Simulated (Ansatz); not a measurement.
# A computed series for ZrC: response to strain

The parent structure is ZrC in the rock salt structure (space group Fm-3m, No. 225; a = 4.7088 Å; relaxed with 0.1 eV smearing).

Strains are applied to the cell and any free atomic positions relax.

The values are results of PBE (Ansatz, a program for electronic structure, PAW, spin-orbit coupling left out), not measurements.

Notes on the quantities. energy relative to the base: free energy F.

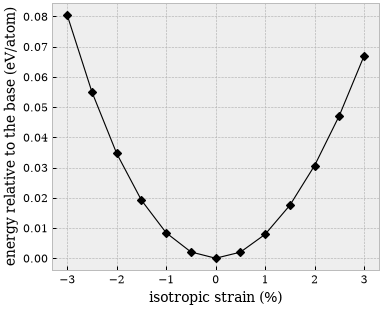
*Energy relative to the base against isotropic strain*

Problem. From the plot, what is the energy relative to the base for isotropic strain +2.00 %?

Solution. About 0.031 eV/atom.

Problem. Is the trend monotonic over the range shown?

Solution. No, it turns within the range, spanning 0 meV/atom to +80 meV/atom.

Whether these cells are dynamically stable was not tested. The final runs are not spin-polarised.
